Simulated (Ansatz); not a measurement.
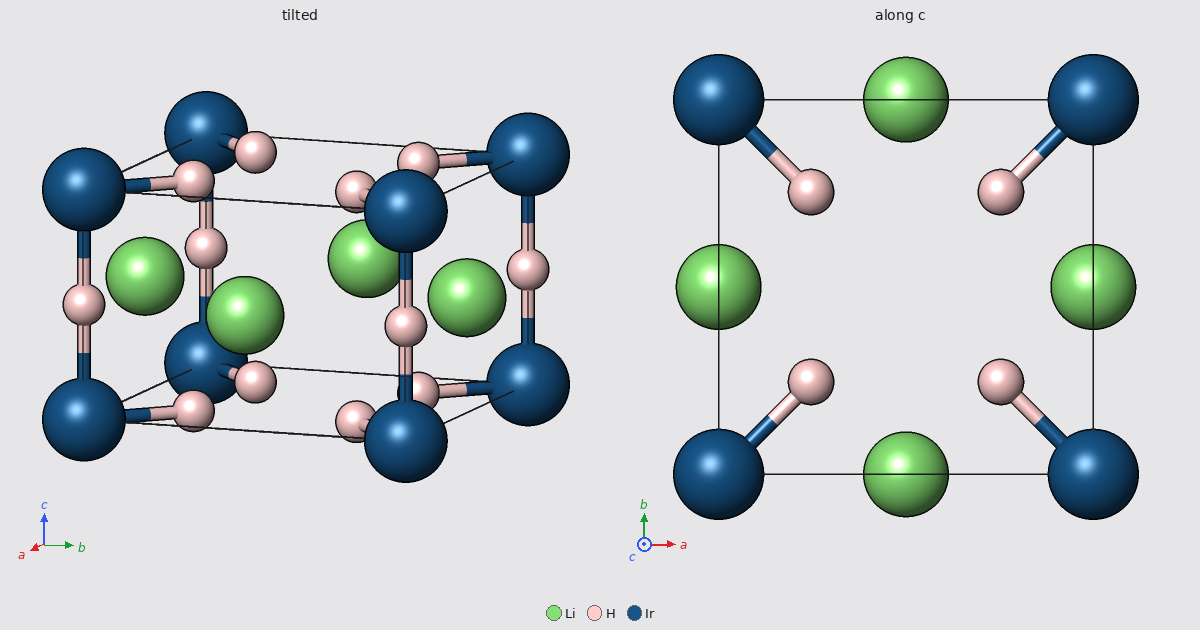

Structure drawing (ball-and-stick), viewed slightly off an axis and along the c axis. The conventional unit cell is drawn as a box.

Li$_{2}$H$_{5}$Ir, space group P4/mmm (No. 123), a = 4.812 Å, b = 4.812 Å, c = 3.264 Å, α = 90.00°, β = 90.00°, γ = 90.00°. The structure comes from a structure type filled with these elements by a generator (whether the compound takes this form wasn't checked). Earlier steps of the study, as a rule a relaxation of our own, may have changed the cell and positions, so they can lie some per cent off the listed ones. It was the input of a calculation with Ansatz.

This one geometry was computed with Ansatz (DFT, plane waves, PAW) at three levels of theory: PBE, PBE with spin-orbit coupling and LDA.

Which level gives the highest pressure at this volume, and what does that say about its equilibrium volume?

Answer. Highest: PBE (0.0 GPa) and PBE with spin-orbit coupling (0.1 GPa), which points to the largest equilibrium volume. Lowest, with the smallest volume: LDA (-3.2 GPa). Levels within 0.5 GPa of each other can't be told apart.

How does the band gap change with the level of theory?

Answer. PBE: a metal; LDA: a metal; PBE with spin-orbit coupling: a gap of 0.05 eV, indirect.

Collect the results in a table.

Answer.
| level | cutoff (eV) | k-mesh of the run's cell | gap (eV) | pressure (GPa) |
| --- | --- | --- | --- | --- |
| PBE | 420 | 8×8×12 | metal | 0.0 |
| PBE with spin-orbit coupling | 420 | 8×8×12 | 0.05 | 0.1 |
| LDA | 420 | 8×8×12 | metal | -3.2 |

Gaps are taken on the k-mesh or band path of each run.
